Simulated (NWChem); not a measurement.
**One shape, several levels: C3H2O (propiolaldehyde)**

Aim: a comparison of 4 runs (CCSD/MINI, CCSD/SBKJC-VDZ, CCSD/LANL2DZ, CCSD/DGauss-DZVP) of C3H2O (propiolaldehyde). 

Program for the calculation: NWChem 7.3.0.

4 further runs of the same task are left out: 4 that didn't finish.

### Step 1. The molecule

C3H2O has 6 atoms, charge 0, and is taken as a singlet. SMILES: `C#CC=O`. The coordinates come from a PBE0-D4/def2-TZVP relaxation.

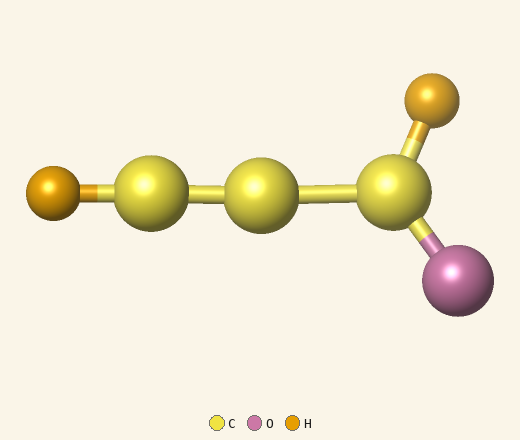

The structure, seen from a chosen angle (carbon yellow, oxygen pink, hydrogen amber).

### Step 2. The energy at CCSD/MINI (run 1)

The input, sp.nw:

```
start sp
title "C3H2O energy"
memory total 2200 mb
geometry units angstrom noautosym nocenter noautoz
   C     -0.362100     1.068300    -1.031800
   C     -0.096200     0.205600    -0.238600
   C      0.272800    -0.794900     0.734400
   O     -0.319100    -1.829900     0.889400
   H     -0.613300     1.822400    -1.741500
   H      1.160000    -0.535700     1.342000
end
basis spherical bse
   C library MINI
   O library MINI
   H library MINI
end
scf
   singlet
   rhf
   thresh 1e-08
   maxiter 80
   noprint "final vectors analysis"
end
ccsd
   freeze core 4
   maxiter 60
end
task ccsd
```

Started as:

```sh
$ nwchem sp.nw > sp.out
```

Output:

```text
[...]
  functions       =    22
[...]
  wavefunction    = RHF
[...]
         Total SCF energy =   -188.042828879819
      One-electron energy =   -428.909395183464
      Two-electron energy =    151.595289013095
 Nuclear repulsion energy =     89.271277290550
        Time for solution =      0.5s
[...]
 Total MP2 energy:           -188.259047450708152
[...]
             energy      energy      error      ampl     ampl      Block
                                                time     time      time
[...]
 Total CCSD energy:           -188.290444967690462
[...]
```

Run time: 2.2 s. Hardware: 1 thread of Intel Xeon 6975P-C (Granite Rapids), shared host; peak memory 0.1 GiB.

### Step 3. A single-point energy at CCSD/SBKJC-VDZ (core potential) (run 2)

The input, test.nw:

```
start test
memory total 2200 mb
geometry units atomic noautosym nocenter noautoz
 C     -0.68426983     2.01879442    -1.94981942
 C     -0.18179165     0.38852769    -0.45088865
 C      0.51551729    -1.50214330     1.38781487
 O     -0.60301161    -3.45800984     1.68072242
 H     -1.15896903     3.44383689    -3.29095805
 H      2.19208230    -1.01232628     2.53601246
end
basis "ao basis" spherical bse
 * library SBKJC-VDZ
end
ecp bse
 C library SBKJC-VDZ
 O library SBKJC-VDZ
end
scf
 thresh 1e-08
 maxiter 80
 noprint "final vectors analysis"
end
ccsd
 maxiter 60
end
task ccsd energy
```

Started as:

```sh
$ nwchem test.nw > test.out
```

Output:

```text
[...]
  functions       =    36
[...]
  wavefunction    = RHF
[...]
         Total SCF energy =    -33.121571540282
      One-electron energy =   -141.631745467806
      Two-electron energy =     63.306976639257
 Nuclear repulsion energy =     45.203197288267
        Time for solution =      0.5s
[...]
 Total MP2 energy:            -33.455966798417798
[...]
             energy      energy      error      ampl     ampl      Block
                                                time     time      time
[...]
 Total CCSD energy:            -33.475961932701701
[...]
```

Run time: 3.9 s. Hardware: 1 thread of Intel Xeon 6975P-C (Granite Rapids), shared host; peak memory 0.11 GiB.

Run 3 isn't shown in full; the table further down has it.

### Step 4. The energy at CCSD/DGauss-DZVP (run 4)

The input, nw.nw:

```
start nw
memory total 2200 mb

geometry units bohr noautosym nocenter noautoz
  C     -0.68426983     2.01879442    -1.94981942
  C     -0.18179165     0.38852769    -0.45088865
  C      0.51551729    -1.50214330     1.38781487
  O     -0.60301161    -3.45800984     1.68072242
  H     -1.15896903     3.44383689    -3.29095805
  H      2.19208230    -1.01232628     2.53601246
end

basis spherical bse
  * library DGauss-DZVP
end

scf
  thresh 1e-08
  maxiter 80
  noprint "final vectors analysis"
end

ccsd
  freeze core 4
  maxiter 60
end

task ccsd energy
```

Started as:

```sh
$ nwchem nw.nw > nw.out
```

Output:

```text
[...]
  functions       =    60
[...]
  wavefunction    = RHF
[...]
         Total SCF energy =   -189.539703515393
      One-electron energy =   -433.637434905559
      Two-electron energy =    154.826460658747
 Nuclear repulsion energy =     89.271270731419
        Time for solution =      4.9s
[...]
 Total MP2 energy:           -190.071074965964215
[...]
             energy      energy      error      ampl     ampl      Block
                                                time     time      time
[...]
 Total CCSD energy:           -190.087714327408037
[...]
```

Run time: 23 s. Hardware: 1 thread of Intel Xeon 6975P-C (Granite Rapids), shared host; peak memory 0.13 GiB.

### Step 5. The series

```csv
run,level,frozen core orbitals,core potential,energy (Eh),correlation energy (mEh),wall time
1,CCSD/MINI,4,–,-188.290445,-247.6,2.2 s
2,CCSD/SBKJC-VDZ (core potential),0,SBKJC-VDZ,-33.475962,-354.4,3.9 s
3,CCSD/LANL2DZ,4,–,-189.871506,-388.4,9.6 s
4,CCSD/DGauss-DZVP,4,–,-190.087714,-548.0,23 s
```

### Step 6. What came out

| quantity | value |
| --- | --- |
| run 4: total energy | -190.08771 Eh |
| run 4: correlation energy (4 core orbitals frozen) | -548.0 mEh |

In words: Some runs of one species differ in core potentials or relativity; totals across that change don't compare. In run 1 the basis is minimal, so the values are rough. All runs together took 39 s, the longest 23 s.
